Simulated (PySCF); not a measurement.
C2HO (charge +1): geometry relaxation (part 1 of 3)

- system: C2HO, charge +1
- method: SVWN5/def2-SVP, RKS (PySCF 2.14.0)

The run did not end well. The atoms were displaced at random from an optimised geometry. The geometry is that of the parent species in another charge or spin state. Figures and captions count atoms from 1; the log counts them from 0 in places.

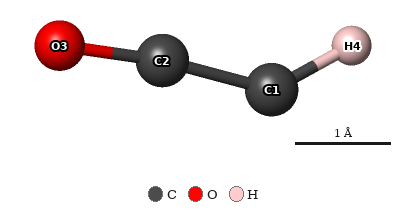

Figure 1. The starting structure (ball-and-stick view, seen at a tilt; atoms are numbered from 1 in the order of the input). Bond lengths as drawn: C–C 1.28 Å, C–H 1.04 Å and C–O 1.18 Å.

**Input file (run.py)**
```python
import numpy
from pyscf import gto, dft, symm
from pyscf.hessian import thermo
from pyscf.geomopt.geometric_solver import kernel as optimise

molecule = gto.Mole()
molecule.atom = [
    ('C', (-0.538768, 0.227702, -0.431190)),
    ('C', (0.332636, -0.404071, 0.257642)),
    ('O', (1.068997, -1.091378, 0.864027)),
    ('H', (-0.798076, 1.205509, -0.675056)),
]
molecule.verbose = 3
molecule.charge = 1
molecule.basis = 'def2-svp'
molecule.max_memory = 1860
molecule.build()

myscf = dft.RKS(molecule)
myscf.xc = 'svwn'
myscf.conv_tol = 1e-10
myscf.grids.level = 4
myscf = myscf.newton()
converged, mol_eq = optimise(myscf, maxsteps=80)
print('converged:', converged)
print(mol_eq.tostring())

myscf.reset(mol_eq)
molecule = mol_eq
myscf.kernel()
etot = myscf.e_tot
print('E = %.10f Eh' % etot)
hess = myscf.Hessian().kernel()
modes = thermo.harmonic_analysis(molecule, hess)
print('frequencies (1/cm)', numpy.round(modes['freq_wavenumber'], 1))
symm.geom.TOLERANCE = 1e-3  # for the symmetry number
th = thermo.thermo(myscf, modes['freq_au'], 298.15, 101325)
thermo.dump_thermo(molecule, th)
```

Machine: 1 thread of Arm Neoverse V1, 24 GiB of memory available, shared host.

Launched with:
```bash
OMP_NUM_THREADS=1 python run.py
```

**The program's output**
```
#|     Arguments passed to driver run_optimizer():      |#
customengine              <pyscf.geomopt.geometric_solver.PySCFEngine object>
maxiter                   80
----------------------------------------------------------
Custom engine selected.
Bonds will be generated from interatomic distances less than 1.20 times sum of covalent radii
12 internal coordinates being used (instead of 12 Cartesians)
Internal coordinate system (atoms numbered from 1):
Distance 1-2
Distance 1-4
Distance 2-3
Angle 2-1-4
LinearAngleX 1-2-3
LinearAngleY 1-2-3
Translation-X 1-4
Translation-Y 1-4
Translation-Z 1-4
Rotation-A 1-4
Rotation-B 1-4
Rotation-C 1-4
<class 'geometric.internal.Distance'> : 3
<class 'geometric.internal.Angle'> : 1
<class 'geometric.internal.LinearAngle'> : 2
<class 'geometric.internal.TranslationX'> : 1
<class 'geometric.internal.TranslationY'> : 1
<class 'geometric.internal.TranslationZ'> : 1
<class 'geometric.internal.RotationA'> : 1
<class 'geometric.internal.RotationB'> : 1
<class 'geometric.internal.RotationC'> : 1
> ===== Optimization Info: ====
> Job type: Energy minimization
> Maximum number of optimization cycles: 80
> Initial / maximum trust radius (Angstrom): 0.100 / 0.300
> Convergence Criteria:
> Will converge when all 5 criteria are reached:
>  |Delta-E| < 1.00e-06
>  RMS-Grad  < 3.00e-04
>  Max-Grad  < 4.50e-04
>  RMS-Disp  < 1.20e-03
>  Max-Disp  < 1.80e-03
> === End Optimization Info ===

Geometry optimization cycle 1
Cartesian coordinates (Angstrom)
 Atom        New coordinates             dX        dY        dZ
   C  -0.538768   0.227702  -0.431190    0.000000 -0.000000  0.000000
   C   0.332636  -0.404071   0.257642    0.000000  0.000000  0.000000
   O   1.068997  -1.091378   0.864027    0.000000  0.000000  0.000000
   H  -0.798076   1.205509  -0.675056    0.000000  0.000000  0.000000

WARN: Mole.unit (angstrom) is changed to Bohr

WARN: HOMO -0.5595184775567263 > LUMO -0.5801710926378837 was found in the canonicalized orbitals.

converged SCF energy = -150.144953781778
--------------- SecondOrderRKS_Scanner gradients ---------------
         x                y                z
0 C     0.0308051475     0.0122354223     0.0227740359
1 C    -0.0713342918     0.0566423075    -0.0577267622
2 O     0.0218110889    -0.0174710684     0.0181613556
3 H     0.0187168687    -0.0514051896     0.0167867409
----------------------------------------------
cycle 1: E = -150.144953782  dE = -150.145  norm(grad) = 0.132786
Step    0 : Gradient = 6.639e-02/1.078e-01 (rms/max) Energy = -150.1449537818
Hessian Eigenvalues: 5.00000e-02 5.00000e-02 5.00000e-02 ... 4.12096e-01 7.37313e-01 1.18034e+00

Geometry optimization cycle 2
Cartesian coordinates (Angstrom)
 Atom        New coordinates             dX        dY        dZ
   C  -0.529815   0.240485  -0.424487    0.008953  0.012783  0.006703
   C   0.372915  -0.427970   0.290116    0.040279 -0.023899  0.032474
   O   1.083086  -1.134708   0.876356    0.014089 -0.043330  0.012329
   H  -0.861346   1.259893  -0.726366   -0.063270  0.054384 -0.051310

WARN: HOMO -0.5408765117369724 > LUMO -0.5825227595652213 was found in the canonicalized orbitals.

converged SCF energy = -150.131613638162
--------------- SecondOrderRKS_Scanner gradients ---------------
         x                y                z
0 C    -0.0475043291    -0.0269965089    -0.0337432671
1 C     0.0307367088     0.0238077431     0.0205204629
2 O    -0.0043629467    -0.0069128404    -0.0021752138
3 H     0.0211281057     0.0101041211     0.0153961867
----------------------------------------------
cycle 2: E = -150.131613638  dE = 0.0133401  norm(grad) = 0.0831493
Step    1 : Displace = 6.196e-02/9.788e-02 (rms/max) Trust = 1.000e-01 (=) Grad = 4.157e-02/6.422e-02 (rms/max) E (change) = -150.1316136382 (+1.334e-02) Quality = -1.541
Rejecting step - quality is lower than -1.0
Hessian Eigenvalues: 5.00000e-02 5.00000e-02 5.00000e-02 ... 4.12096e-01 7.37313e-01 1.18034e+00

Geometry optimization cycle 3
Cartesian coordinates (Angstrom)
 Atom        New coordinates             dX        dY        dZ
   C  -0.540917   0.230626  -0.432896   -0.011102 -0.009859 -0.008409
   C   0.352132  -0.418890   0.273512   -0.020782  0.009080 -0.016604
   O   1.076962  -1.108221   0.870679   -0.006124  0.026487 -0.005677
   H  -0.823383   1.234241  -0.695853    0.037963 -0.025652  0.030513

WARN: HOMO -0.553642133896593 > LUMO -0.5736438088873642 was found in the canonicalized orbitals.

converged SCF energy = -150.151677285081
--------------- SecondOrderRKS_Scanner gradients ---------------
         x                y                z
0 C     0.0127757905     0.0091093578     0.0092894690
1 C    -0.0345738452     0.0242642999    -0.0281475004
2 O     0.0129409742    -0.0089861988     0.0108276004
3 H     0.0088557179    -0.0243858164     0.0080265331
----------------------------------------------
cycle 3: E = -150.151677285  dE = -0.0200636  norm(grad) = 0.0633392
Step    2 : Displace = 2.810e-02/4.357e-02 (rms/max) Trust = 3.098e-02 (x) Grad = 3.167e-02/5.076e-02 (rms/max) E (change) = -150.1516772851 (-6.724e-03) Quality = 1.001
Hessian Eigenvalues: 5.00000e-02 5.00000e-02 5.00000e-02 ... 4.48637e-01 6.78600e-01 1.13187e+00

Geometry optimization cycle 4
Cartesian coordinates (Angstrom)
 Atom        New coordinates             dX        dY        dZ
   C  -0.540567   0.229802  -0.432466    0.000350 -0.000824  0.000430
   C   0.373969  -0.421973   0.291730    0.021837 -0.003083  0.018218
   O   1.078395  -1.126182   0.871660    0.001433 -0.017961  0.000981
   H  -0.846935   1.256028  -0.715326   -0.023551  0.021787 -0.019473

WARN: HOMO -0.5398904771414896 > LUMO -0.5841573224413829 was found in the canonicalized orbitals.

converged SCF energy = -150.128122955845
--------------- SecondOrderRKS_Scanner gradients ---------------
         x                y                z
0 C    -0.0539541059    -0.0242362484    -0.0390368796
1 C     0.0444392775     0.0160255467     0.0318014640
2 O    -0.0148547285     0.0021010391    -0.0108800283
3 H     0.0243670327     0.0061121899     0.0181141239
----------------------------------------------
cycle 4: E = -150.128122956  dE = 0.0235543  norm(grad) = 0.0978162
Step    3 : Displace = 2.526e-02/3.745e-02 (rms/max) Trust = 4.381e-02 (+) Grad = 4.891e-02/7.087e-02 (rms/max) E (change) = -150.1281229558 (+2.355e-02) Quality = -12.179
Rejecting step - quality is lower than -1.0
Hessian Eigenvalues: 5.00000e-02 5.00000e-02 5.00000e-02 ... 4.48637e-01 6.78600e-01 1.13187e+00

Geometry optimization cycle 5
Cartesian coordinates (Angstrom)
 Atom        New coordinates             dX        dY        dZ
   C  -0.541773   0.230690  -0.433556   -0.001207  0.000889 -0.001090
   C   0.362263  -0.423476   0.281897   -0.011707 -0.001503 -0.009833
   O   1.078398  -1.115429   0.871821    0.000003  0.010753  0.000160
   H  -0.834087   1.245964  -0.704705    0.012848 -0.010064  0.010621

WARN: HOMO -0.5509214845727088 > LUMO -0.5705811441740202 was found in the canonicalized orbitals.

converged SCF energy = -150.153211899862
--------------- SecondOrderRKS_Scanner gradients ---------------
         x                y                z
0 C     0.0068160531     0.0074967464     0.0048637649
1 C    -0.0166857694     0.0084562126    -0.0136587514
2 O     0.0051622997    -0.0018627940     0.0044133324
3 H     0.0047057736    -0.0140882587     0.0043785714
----------------------------------------------
cycle 5: E = -150.1532119  dE = -0.0250889  norm(grad) = 0.0308576
Step    4 : Displace = 1.205e-02/1.817e-02 (rms/max) Trust = 1.263e-02 (x) Grad = 1.543e-02/2.316e-02 (rms/max) E (change) = -150.1532118999 (-1.535e-03) Quality = 1.037
Hessian Eigenvalues: 4.99999e-02 5.00000e-02 5.00000e-02 ... 4.37940e-01 6.27274e-01 1.15361e+00

Geometry optimization cycle 6
Cartesian coordinates (Angstrom)
 Atom        New coordinates             dX        dY        dZ
   C  -0.543751   0.227534  -0.435100   -0.001978 -0.003156 -0.001545
   C   0.376522  -0.421201   0.294305    0.014259  0.002275  0.012408
   O   1.078553  -1.128745   0.871972    0.000155 -0.013316  0.000152
   H  -0.846434   1.260060  -0.715610   -0.012347  0.014096 -0.010905

WARN: HOMO -0.5390582091875721 > LUMO -0.5840850404324205 was found in the canonicalized orbitals.

converged SCF energy = -150.127026344119
--------------- SecondOrderRKS_Scanner gradients ---------------
         x                y                z
0 C    -0.0571967297    -0.0247127033    -0.0416163092
1 C     0.0485571188     0.0141383488     0.0352037180
2 O    -0.0153130912     0.0021756302    -0.0113087996
3 H     0.0239500405     0.0084013521     0.0177205337
----------------------------------------------
cycle 6: E = -150.127026344  dE = 0.0261856  norm(grad) = 0.103617
Step    5 : Displace = 1.601e-02/2.177e-02 (rms/max) Trust = 1.786e-02 (+) Grad = 5.181e-02/7.493e-02 (rms/max) E (change) = -150.1270263441 (+2.619e-02) Quality = -38.981
Rejecting step - quality is lower than -1.0
Hessian Eigenvalues: 4.99999e-02 5.00000e-02 5.00000e-02 ... 4.37940e-01 6.27274e-01 1.15361e+00

Geometry optimization cycle 7
Cartesian coordinates (Angstrom)
 Atom        New coordinates             dX        dY        dZ
   C  -0.542724   0.230048  -0.434306    0.001027  0.002514  0.000794
   C   0.369416  -0.424471   0.287956   -0.007106 -0.003270 -0.006349
   O   1.079419  -1.121732   0.872590    0.000866  0.007013  0.000618
   H  -0.841301   1.253893  -0.710768    0.005133 -0.006167  0.004842

WARN: HOMO -0.5493694077500033 > LUMO -0.568709038975388 was found in the canonicalized orbitals.

converged SCF energy = -150.15374297524
--------------- SecondOrderRKS_Scanner gradients ---------------
         x                y                z
0 C     0.0035546582     0.0056794157     0.0024870737
1 C    -0.0073376640     0.0007458707    -0.0061049536
2 O     0.0018001740     0.0009371987     0.0016415410
3 H     0.0019808311    -0.0073602940     0.0019741680
----------------------------------------------
cycle 7: E = -150.153742975  dE = -0.0267166  norm(grad) = 0.0145449
Step    6 : Displace = 8.423e-03/1.232e-02 (rms/max) Trust = 8.006e-03 (x) Grad = 7.272e-03/9.574e-03 (rms/max) E (change) = -150.1537429752 (-5.311e-04) Quality = 1.026
Hessian Eigenvalues: 5.00000e-02 5.00000e-02 5.00000e-02 ... 4.36376e-01 6.22874e-01 1.17111e+00

Geometry optimization cycle 8
Cartesian coordinates (Angstrom)
 Atom        New coordinates             dX        dY        dZ
   C  -0.545367   0.225724  -0.436283   -0.002643 -0.004324 -0.001976
   C   0.378465  -0.419278   0.296109    0.009049  0.005194  0.008152
   O   1.078989  -1.130247   0.871855   -0.000429 -0.008515 -0.000735
   H  -0.847168   1.261422  -0.716137   -0.005867  0.007530 -0.005369

WARN: HOMO -0.5386935836308133 > LUMO -0.5841565730911501 was found in the canonicalized orbitals.

converged SCF energy = -150.126357658362
--------------- SecondOrderRKS_Scanner gradients ---------------
         x                y                z
0 C    -0.0585586416    -0.0256181114    -0.0427192863
1 C     0.0498887964     0.0142060273     0.0363554144
2 O    -0.0150416169     0.0016063567    -0.0111286189
3 H     0.0237086599     0.0098084320     0.0174921061
----------------------------------------------
cycle 8: E = -150.126357658  dE = 0.0273853  norm(grad) = 0.106018
Step    7 : Displace = 9.975e-03/1.320e-02 (rms/max) Trust = 1.132e-02 (+) Grad = 5.301e-02/7.688e-02 (rms/max) E (change) = -150.1263576584 (+2.739e-02) Quality = -121.252
Rejecting step - quality is lower than -1.0
Hessian Eigenvalues: 5.00000e-02 5.00000e-02 5.00000e-02 ... 4.36376e-01 6.22874e-01 1.17111e+00

Geometry optimization cycle 9
Cartesian coordinates (Angstrom)
 Atom        New coordinates             dX        dY        dZ
   C  -0.543581   0.228887  -0.434980    0.001785  0.003163  0.001302
   C   0.373772  -0.423192   0.291777   -0.004693 -0.003915 -0.004331
   O   1.079731  -1.126049   0.872709    0.000742  0.004198  0.000854
   H  -0.845098   1.258076  -0.714023    0.002070 -0.003346  0.002114

WARN: HOMO -0.5487191610760086 > LUMO -0.5677856692932017 was found in the canonicalized orbitals.

converged SCF energy = -150.153908699636
--------------- SecondOrderRKS_Scanner gradients ---------------
         x                y                z
0 C     0.0022133326     0.0040440661     0.0015518370
1 C    -0.0035918451    -0.0017413335    -0.0030885289
2 O     0.0008735383     0.0013406696     0.0008775695
3 H     0.0005026526    -0.0036410103     0.0006577803
----------------------------------------------
cycle 9: E = -150.1539087  dE = -0.027551  norm(grad) = 0.00814905
Step    8 : Displace = 4.975e-03/6.521e-03 (rms/max) Trust = 4.988e-03 (x) Grad = 4.075e-03/5.047e-03 (rms/max) E (change) = -150.1539086996 (-1.657e-04) Quality = 1.028
Hessian Eigenvalues: 4.99999e-02 5.00000e-02 5.00000e-02 ... 4.66418e-01 6.44548e-01 1.17568e+00

Geometry optimization cycle 10
Cartesian coordinates (Angstrom)
 Atom        New coordinates             dX        dY        dZ
   C  -0.546832   0.223807  -0.437446   -0.003251 -0.005080 -0.002466
   C   0.380044  -0.416882   0.297770    0.006272  0.006310  0.005993
   O   1.078655  -1.131560   0.871264   -0.001077 -0.005511 -0.001445
   H  -0.846912   1.262229  -0.716070   -0.001815  0.004152 -0.002047

WARN: HOMO -0.5384179363891011 > LUMO -0.5843581556560132 was found in the canonicalized orbitals.

converged SCF energy = -150.125625623237
--------------- SecondOrderRKS_Scanner gradients ---------------
         x                y                z
0 C    -0.0596372116    -0.0265338686    -0.0436334251
1 C     0.0511140894     0.0143970498     0.0374570642
2 O    -0.0151539823     0.0013885391    -0.0112736960
3 H     0.0236741653     0.0107510250     0.0174501688
----------------------------------------------
cycle 10: E = -150.125625623  dE = 0.0282831  norm(grad) = 0.10829
Step    9 : Displace = 7.346e-03/1.070e-02 (rms/max) Trust = 7.054e-03 (+) Grad = 5.414e-02/7.851e-02 (rms/max) E (change) = -150.1256256232 (+2.828e-02) Quality = -270.402
Rejecting step - quality is lower than -1.0
Hessian Eigenvalues: 4.99999e-02 5.00000e-02 5.00000e-02 ... 4.66418e-01 6.44548e-01 1.17568e+00

Geometry optimization cycle 11
Cartesian coordinates (Angstrom)
 Atom        New coordinates             dX        dY        dZ
   C  -0.544800   0.226905  -0.435937    0.002033  0.003099  0.001510
   C   0.377159  -0.420330   0.294942   -0.002885 -0.003448 -0.002828
   O   1.079348  -1.129325   0.872153    0.000693  0.002234  0.000888
   H  -0.846857   1.260446  -0.715664    0.000055 -0.001783  0.000405

WARN: HOMO -0.5484746204601095 > LUMO -0.5672207679275091 was found in the canonicalized orbitals.

converged SCF energy = -150.153990229535
--------------- SecondOrderRKS_Scanner gradients ---------------
         x                y                z
0 C     0.0016702422     0.0024374900     0.0012165882
1 C    -0.0016875508    -0.0023576152    -0.0015515872
2 O     0.0004447838     0.0011397253     0.0005209863
3 H    -0.0004301195    -0.0012170661    -0.0001864405
----------------------------------------------
cycle 11: E = -150.15399023  dE = -0.0283646  norm(grad) = 0.00494914
Step   10 : Displace = 3.828e-03/5.432e-03 (rms/max) Trust = 3.527e-03 (x) Grad = 2.475e-03/3.288e-03 (rms/max) E (change) = -150.1539902295 (-8.153e-05) Quality = 1.054
Hessian Eigenvalues: 4.99991e-02 5.00000e-02 5.00000e-02 ... 5.21219e-01 7.05969e-01 1.17648e+00
```
